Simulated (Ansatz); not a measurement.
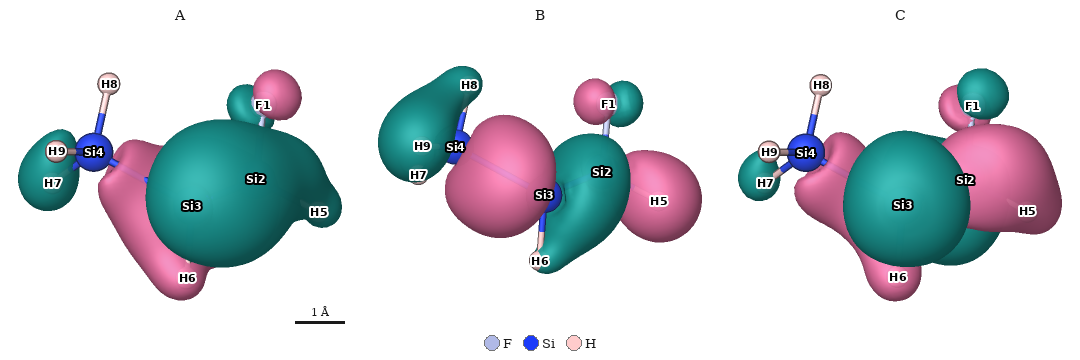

Figure. FH₅Si₃. Three frontier orbitals at ±0.08 Å⁻³ᐟ² (teal and pink are the two phases), in no order.

Theory: UKS PBE-D4/def2-SVP in Ansatz 0.2.0.

Input

```
crystal:
  periodic: [false, false, false]
  atoms:
    - { symbol: F, position_ang: [-1.13368, 1.77685, -1.67034] }
    - { symbol: Si, position_ang: [0.40984, 1.2603, -1.62275] }
    - { symbol: Si, position_ang: [0.82735, 0.61087, 0.46551] }
    - { symbol: Si, position_ang: [-0.51688, -1.13027, 1.17639] }
    - { symbol: H, position_ang: [0.80612, 1.97153, -2.84731] }
    - { symbol: H, position_ang: [2.20969, 0.04971, 0.32973] }
    - { symbol: H, position_ang: [-0.32349, -2.47202, 0.61143] }
    - { symbol: H, position_ang: [-1.91749, -0.77872, 0.92899] }
    - { symbol: H, position_ang: [-0.36145, -1.28825, 2.62834] }
magnetization:
  spin_polarized: true
basis:
  gaussian: { orbitals: def2-SVP }
hamiltonian:
  xc: pbe
  dispersion: d4
relax:
  f_tol: 0.02
  max_steps: 50
output:
  orbitals: {}
```

Command:

```sh
ansatz run input.yaml --threads 2 --pin off --max-ram 3072MiB --backend cpu --events-out ev --progress --plain --runs-dir out
```

The fields are those of the relaxed geometry.

> Order the three orbitals by energy and name them.

B is the HOMO−1 (−7.30 eV). By Hirshfeld shares it lies mainly on Si3 (about 30 %), Si4 (about 25 %), Si2 (about 20 %), H5 (about 10 %) and H9 (about 5 %). A is the HOMO (−5.55 eV). Its weight (Hirshfeld) is mainly on Si3 (about 50 %), Si2 (about 30 %) and Si4 (about 5 %); π-bonding across Si3–Si2. C is the LUMO (−3.16 eV). It lies mainly on Si2 (about 45 %), Si3 (about 35 %) and Si4 (about 5 %).

> What is the HOMO–LUMO gap?

2.39 eV between the orbital energies.
